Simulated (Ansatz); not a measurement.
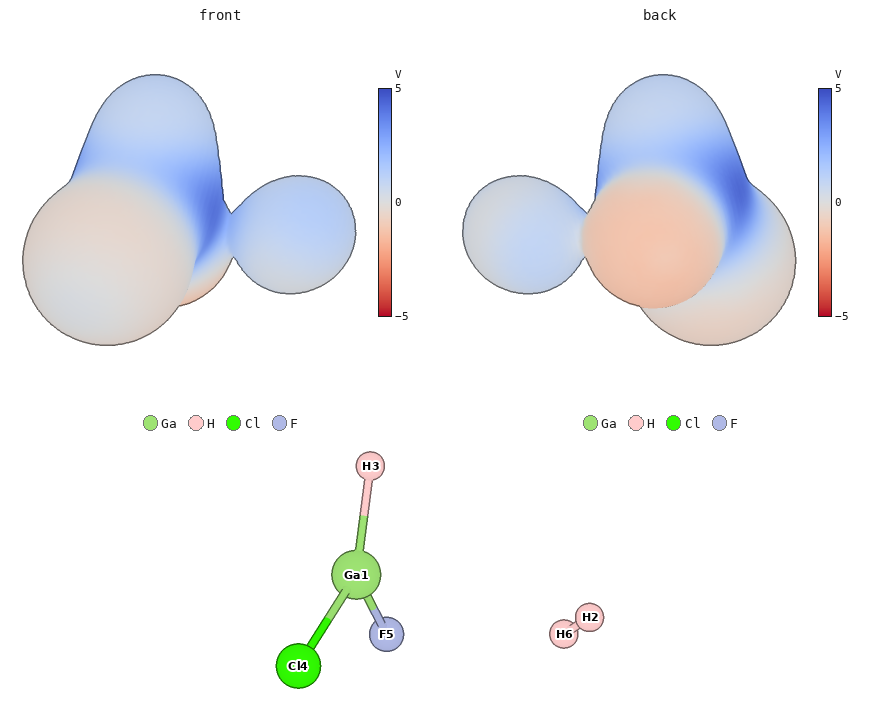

Figure. ClFGaH···H2. The molecular electrostatic potential painted on the density surface at 0.004 e/bohr³, seen from the front and from behind; the colour scale runs from red (negative) to blue (positive). The bare structure is drawn below in the same view.

Level of theory: RKS revPBE/def2-SVP (Ansatz).

| atom | x (Å) | y (Å) | z (Å) |
| --- | --- | --- | --- |
| Ga | -0.0609 | -0.5581 | -0.6547 |
| H | -0.0252 | 0.0870 | 2.6486 |
| H | 1.3142 | 0.1410 | -0.8805 |
| Cl | -1.9766 | 0.2261 | -1.2756 |
| F | -0.1586 | -2.1383 | 0.1473 |
| H | -0.0664 | -0.6457 | 2.4322 |

Q: Where is the surface potential most negative and most positive?

A: The most negative region (about −1.3 V, or −30 kcal/mol for a unit charge) lies over F5, the most positive (about +4.1 V, or +95 kcal/mol for a unit charge) over Ga1.
